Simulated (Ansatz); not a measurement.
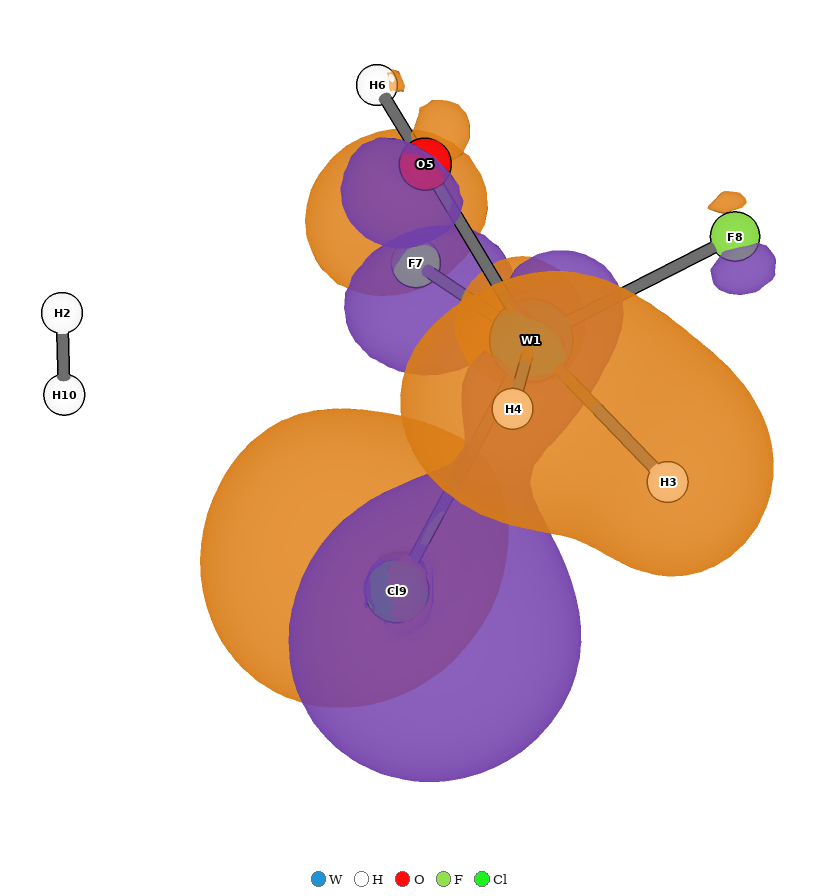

*ClF₂H₃OW···H₂. The HOMO−1 at ±0.08 Å⁻³ᐟ² (orange and purple are the two phases), seen across its widest extent.*

Core potentials replace the inner electrons of W.

Theory: Ansatz, RKS PBE-D4/def2-SVP.

```xyz
10

W     0.2315   -0.2919   -0.4970
H    -0.5469   -0.4141    3.2691
H     1.4957    0.6495   -1.1610
H     0.7306    1.1935    0.1768
O    -1.2853    0.4500    0.3705
H    -1.9566   -0.2713    0.4555
F    -0.4971   -2.0553   -0.1678
F    -0.3389   -0.2199   -2.2699
Cl    2.0421   -1.0638    0.6815
H     0.1006   -0.8255    3.2300
```

Describe this orbital and give its energy.

Answer. It lies mainly on Cl9 (about 60 %), F7 (about 10 %), W1 (about 10 %), H4 (about 10 %) and H3 (about 5 %). Its energy is −7.91 eV.
